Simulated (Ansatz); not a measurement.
# MoC (triplet): inputs that go wrong at distance Mo1–C2 = 1.456 Å

3 inputs are run for MoC (triplet) as typed; the log has to tell whether the result can be used and what must change.

Program: Ansatz 0.2.0, Gaussian basis. Level of theory: the settings change from run to run. These are calculated values, not measurements.

34 further runs of the same task are left out: 9 for a known fault of the program, 20 that didn't finish, 5 set aside as unsound or not needed.

**1. The system**

The geometry derives from a PBE0/def2-TZVP stationary point (not a proven minimum). One bond is set to the value named and the two fragments are kept rigid. No spin-orbit coupling is included. Elements past krypton take def2 core potentials.

2 atoms, charge 0, spin multiplicity 3.

Atoms are counted from 1 here; the program's logs count them from 0.

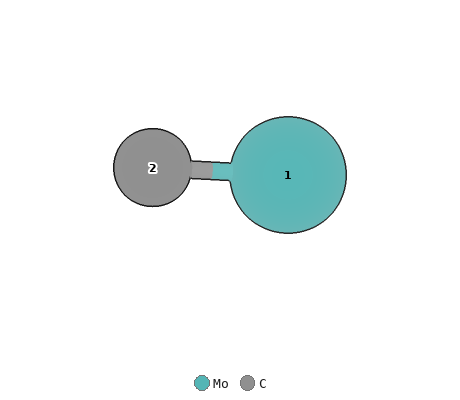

The structure; molybdenum teal, carbon grey; atoms are numbered from 1 in the order of the file.

**2. Attempt 1**

The input, in.yaml:

```yaml
crystal:
  periodic: [false, false, false]
  atoms:
    - {symbol: Mo, position_ang: [0.000000, 0.000000, 0.000000]}
    - {symbol: C, position_ang: [0.000000, 0.000000, 1.456000]}
basis:
  gaussian: {orbitals: def2-SVP}
magnetization: {spin_polarized: false, initial_magnetization: 2}
correlation: {method: sc_nevpt2, electrons: outside_noble_gas}
```

Run with:

```
$ ansatz run in.yaml --threads 1 --pin off --events-out ev --progress --plain --max-ram 2393MiB
```

Standard output:

```text
Error: this correlation method needs an active space: name one as the reference
```

Wall time 0.03 s (1 thread of Arm Neoverse V1, shared host).

**Diagnosis.** The run was refused. This method needs an active space and has none. Fix: add an active_space block.

**3. Attempt 2**

The input, in.yaml:

```yaml
crystal:
  periodic: [false, false, false]
  atoms:
    - {symbol: Mo, position_ang: [0.000000, 0.000000, 0.000000]}
    - {symbol: C, position_ang: [0.000000, 0.000000, 1.456000]}
basis:
  gaussian: {orbitals: def2-SVP, fitting: {mean_field: def2-universal-jkfit}}
magnetization: {spin_polarized: false, initial_magnetization: 2}
correlation: {method: fic_mrcisd_q, electrons: all}
```

Launched as before.

Standard output:

```text
Error: this correlation method needs an active space: name one as the reference
```

Run time: 0.03 s. Hardware: 1 thread of Arm Neoverse V1, shared host.

**Diagnosis.** The run was refused. This method needs an active space and has none. To mend it, add an active_space block.

**4. Attempt 3**

The input, in.yaml:

```yaml
crystal:
  periodic: [false, false, false]
  atoms:
    - {symbol: Mo, position_ang: [0.000000, 0.000000, 0.000000]}
    - {symbol: C, position_ang: [0.000000, 0.000000, 1.456000]}
basis:
  gaussian: {orbitals: def2-TZVPP}
magnetization: {spin_polarized: false, initial_magnetization: 2}
correlation: {method: ccsdtq, electrons: all}
output: {forces: true}
```

Same command.

Standard output:

```text
Functional definition: HF
  name "HF"
  cite "Fock, Z. Phys. 61, 126 (1930) doi:10.1007/BF01340294"
  parent pbe
  exchange = exact_x
  correlation = 0
1051 factors; integrals over basis functions are off by at most 1.7e-7 eV
mean field evaluation 1: about -2857.4964 eV, gradient 4.7e1 eV
mean field evaluation 2: about -2857.7118 eV, gradient 4.6e1 eV
mean field evaluation 4: about -2862.2143 eV, gradient 6.9e0 eV
mean field evaluation 8: about -2862.4131 eV, gradient 7.1e-1 eV
mean field evaluation 16: about -2862.4179 eV, gradient 2.7e-6 eV
mean field evaluation 32: about -2862.6194 eV, gradient 1.4e-6 eV
mean field evaluation 64: about -2862.1903 eV, gradient 2.1e0 eV
mean field evaluation 96: about -2862.4179 eV, gradient 1.1e-6 eV
mean field evaluation 128: about -2860.6164 eV, gradient 1.6e0 eV
mean field evaluation 160: about -2862.3911 eV, gradient 7.2e-1 eV
mean field evaluation 192: about -2859.8402 eV, gradient 1.8e0 eV
mean field evaluation 224: about -2858.6203 eV, gradient 7.3e0 eV
mean field evaluation 256: about -2858.7933 eV, gradient 1.8e-1 eV
mean field evaluation 288: about -2858.1018 eV, gradient 4.6e-2 eV
mean field evaluation 320: about -2859.3477 eV, gradient 2.1e-1 eV
mean field evaluation 352: about -2856.8026 eV, gradient 1.4e-3 eV
mean field evaluation 384: about -2859.9616 eV, gradient 7.2e-2 eV
mean field evaluation 416: about -2858.3420 eV, gradient 1.5e-2 eV
mean field evaluation 448: about -2859.2389 eV, gradient 4.7e-4 eV
mean field evaluation 480: about -2855.7980 eV, gradient 1.8e0 eV
mean field evaluation 512: about -2855.5828 eV, gradient 3.1e1 eV
mean field evaluation 544: about -2859.9617 eV, gradient 3.3e-3 eV
mean field evaluation 576: about -2862.4179 eV, gradient 2.0e-3 eV
mean field evaluation 608: about -2859.2388 eV, gradient 2.7e-2 eV
mean field evaluation 640: about -2859.2646 eV, gradient 5.4e-2 eV
mean field evaluation 672: about -2859.3480 eV, gradient 4.2e-1 eV
mean field evaluation 704: about -2858.8040 eV, gradient 3.9e0 eV
mean field evaluation 736: about -2858.9082 eV, gradient 2.5e-3 eV
mean field evaluation 768: about -2860.4407 eV, gradient 7.9e0 eV
mean field evaluation 800: about -2860.4746 eV, gradient 4.7e-4 eV
mean field evaluation 832: about -2860.4746 eV, gradient 1.4e-3 eV
mean field evaluation 864: about -2858.0524 eV, gradient 3.2e0 eV
mean field evaluation 896: about -2858.2509 eV, gradient 2.0e0 eV
mean field evaluation 928: about -2856.6377 eV, gradient 2.7e1 eV
mean field evaluation 960: about -2862.4179 eV, gradient 4.7e-4 eV
mean field evaluation 992: about -2862.4177 eV, gradient 4.8e-2 eV
mean field evaluation 1024: about -2859.3484 eV, gradient 8.1e-2 eV
mean field evaluation 1056: about -2860.4934 eV, gradient 7.8e-3 eV
mean field evaluation 1088: about -2860.4746 eV, gradient 4.2e-3 eV
mean field evaluation 1120: about -2859.2389 eV, gradient 6.5e-3 eV
mean field evaluation 1152: about -2859.9616 eV, gradient 4.3e-2 eV
mean field evaluation 1184: about -2859.2597 eV, gradient 4.1e-1 eV
mean field evaluation 1216: about -2859.2649 eV, gradient 1.8e-3 eV
mean field evaluation 1248: about -2858.7842 eV, gradient 9.1e-1 eV
mean field evaluation 1280: about -2858.7793 eV, gradient 2.1e-1 eV
mean field evaluation 1312: about -2858.3455 eV, gradient 2.4e-1 eV
mean field evaluation 1344: about -2857.2011 eV, gradient 1.3e1 eV
mean field -2862.61941989 eV, -105.1993233278 hartree, gradient 1.8e-6 eV, S^2 2.000000; 14 other end points of the search recorded, 0 dependent functions left out
mean field evaluation 1376: about -2862.5827 eV, gradient 3.0e-1 eV
mean field evaluation 1408: about -2862.9295 eV, gradient 7.4e-1 eV
mean field evaluation 1440: about -2861.0186 eV, gradient 2.5e-3 eV
mean field evaluation 1472: about -2857.1713 eV, gradient 2.1e1 eV
mean field evaluation 1504: about -2861.9822 eV, gradient 4.0e0 eV
mean field evaluation 1536: about -2862.9500 eV, gradient 3.4e-1 eV
determinant -2862.61941989 eV, -105.1993233278 hartree, with singles and doubles -2879.41979045 eV, -105.8167255582 hartree
determinant -2862.41789445 eV, -105.1919174045 hartree, with singles and doubles -2878.98393373 eV, -105.8007081190 hartree
determinant -2860.49342156 eV, -105.1211943301 hartree, with singles and doubles -2876.92422888 eV, -105.7250153620 hartree
determinant -2860.47461885 eV, -105.1205033434 hartree, with singles and doubles -2876.91764323 eV, -105.7247733438 hartree
determinant -2859.96166933 eV, -105.1016527963 hartree, with singles and doubles -2876.45061646 eV, -105.7076104265 hartree
determinant -2859.34873071 eV, -105.0791277173 hartree, with singles and doubles -2876.12960619 eV, -105.6958135169 hartree
determinant -2859.26485263 eV, -105.0760452549 hartree, with singles and doubles -2875.31006889 eV, -105.6656960764 hartree
Error: SIGTERM received: run cancelled behind 1536 evaluations of the mean field
```

Wall time 85 s (1 thread of Arm Neoverse V1, shared host).

**Diagnosis.** The run was cut at its time limit. The job is too large for the time given. Cure: a smaller basis or space, or a lower level; a longer limit helps only where the log shows it near its end.

**5. How the runs ended**

| attempt | level | ended | cause | time |
| --- | --- | --- | --- | --- |
| 1 | 'sc_nevpt2'/def2-SVP | refused | this method needs an active space and has none | 0.03 s |
| 2 | 'fic_mrcisd_q'/def2-SVP | refused | this method needs an active space and has none | 0.03 s |
| 3 | CCSDTQ on ROHF/def2-TZVPP | cut at its time limit | the job is too large for the time given | 85 s |

2 refused, 1 cut at its time limit.
